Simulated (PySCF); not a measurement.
SMILES C[CH2][In]([Br])[CH2]C at its GFN2-xTB optimised geometry (Å):

```
16

In    -0.8065    -0.6687     0.0000
Br    -1.7189    -3.0198     0.0067
C      1.4839    -0.6687     0.0000
C      2.0109    -2.0900    -0.0475
H      1.8051    -0.1493     0.9045
H      1.8046    -0.0894    -0.8675
H      1.6759    -2.6021    -0.9521
H      1.6654    -2.6650     0.8144
H      3.1028    -2.0944    -0.0409
C     -2.4886     0.8888     0.0000
C     -1.9786     2.3181     0.0208
H     -3.1028     0.6699     0.8769
H     -3.0839     0.6893    -0.8945
H     -1.3607     2.5281    -0.8535
H     -1.3829     2.5100     0.9145
H     -2.8157     3.0198     0.0174
```

Computed with PBE0/def2-TZVP, def2 effective core potentials past Kr in PySCF 2.14.0. The core electrons that the potentials of In replace are not part of the density. Cells within 0.4 Å of a nucleus heavier than hydrogen are left out (blank, or x).

Map of the electron localisation function on the plane z = 0.0 Å:

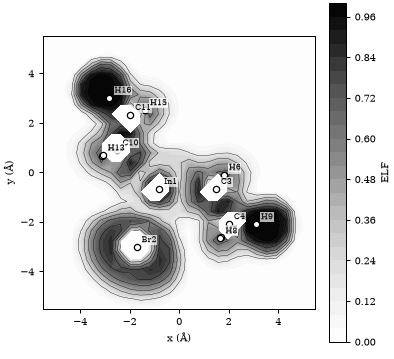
Figure: Electron localisation function on the plane z = 0.0 Å.
